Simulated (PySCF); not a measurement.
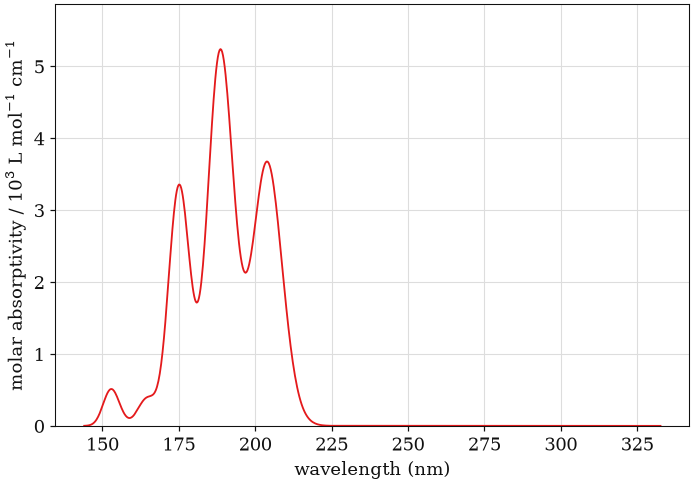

Computed absorption of GaH₂Br, SMILES [GaH2][Br], singlet. Vertical TDDFT excitations, CAM-B3LYP/def2-SVPD, PySCF, at a GFN2-xTB geometry (no frequency check), gas phase. The lowest 8 singlet states are shown; each is broadened by a Gaussian of 1/e half-width 0.20 eV.

Which of the computed transitions is the brightest, and what character does the calculation give it?

S5 at 6.58 eV (188 nm), f = 0.061, mainly HOMO → LUMO+1 (93 %).

List the transitions behind the spectrum.

| state | E (eV) | λ (nm) | f | main character |
| --- | --- | --- | --- | --- |
| S1 | 4.93 | 252 | 0.000 | HOMO → LUMO (97 %) |
| S2 | 6.08 | 204 | 0.045 | HOMO−1 → LUMO (94 %) |
| S3 | 6.32 | 196 | 0.000 | HOMO−3 → LUMO (97 %) |
| S4 | 6.42 | 193 | 0.007 | HOMO−2 → LUMO (99 %) |
| S5 | 6.58 | 188 | 0.061 | HOMO → LUMO+1 (93 %) |
| S6 | 7.08 | 175 | 0.041 | HOMO−1 → LUMO+1 (94 %) |
| S7 | 7.53 | 165 | 0.005 | HOMO → LUMO+2 (88 %) |
| S8 | 8.11 | 153 | 0.006 | HOMO−3 → LUMO+1 (66 %) |

Note: the tight-binding geometry is rougher than a DFT one and adds to the error; spin-orbit coupling is left out, and with Br it can shift these levels and split any degenerate set; core orbitals are frozen in the response.
